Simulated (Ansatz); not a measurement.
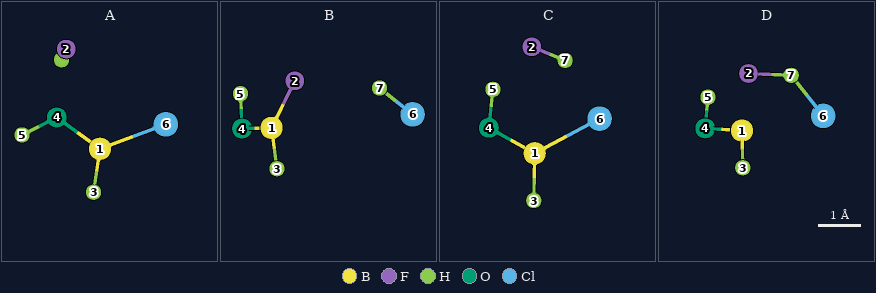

4 geometries from a converged minimum-energy path of BH₃OClF, shuffled. A ball-and-stick model, seen from a free direction.

All numbers below come from Ansatz, RKS PBE0/def2-SVP. Settings: 5 movable images; climbing image; force threshold 0.05 eV/Å; iteration limit 60; starting path through a guess of the saddle point.

Question: Which frame is the top of the path?

Answer: D. In order along the path, whose images run from 0 to 6: B (image 0, 0.0 kcal/mol), D (image 2, +27.4 kcal/mol), C (image 4, +14.0 kcal/mol), A (image 5, +14.2 kcal/mol). Breaking: B1–F2 (1.34 → 1.59 at the top → 2.71 Å), Cl6–H7 (1.29 → 1.58 at the top → 2.30 Å). Forming: B1–Cl6 (3.55 → 2.10 at the top → 1.78 Å), F2–H7 (2.13 → 1.12 at the top → 0.93 Å).

The run took 5.6 min on 1 thread of Arm Neoverse V2, on a shared host, peak memory 0.17 GiB.
